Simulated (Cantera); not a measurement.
A closed system holds: 1 mol MgO, 22 mol HCl, equilibrated at 13.3 mbar.

These are equilibrium values from Cantera (NASA tables, ideal gas, pure condensed phases), not measurements of a reactor. Candidate condensed phases: H2O, Mg, MgCl2, MgO, Mg(OH)2; 22 gas species. The numbers say what is thermodynamically allowed, not how fast it happens.

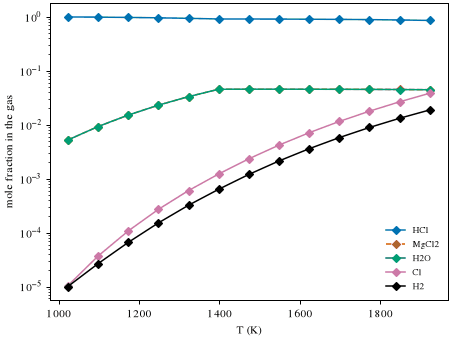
Figure. Equilibrium gas composition (values under 1e-9 drawn at 1e-9)

**Question.** Read off the mole fractions at 1923 K.

**Answer.** HCl about 0.85, MgCl2 about 0.045, H2O about 0.044, Cl about 0.038, H2 about 0.019.
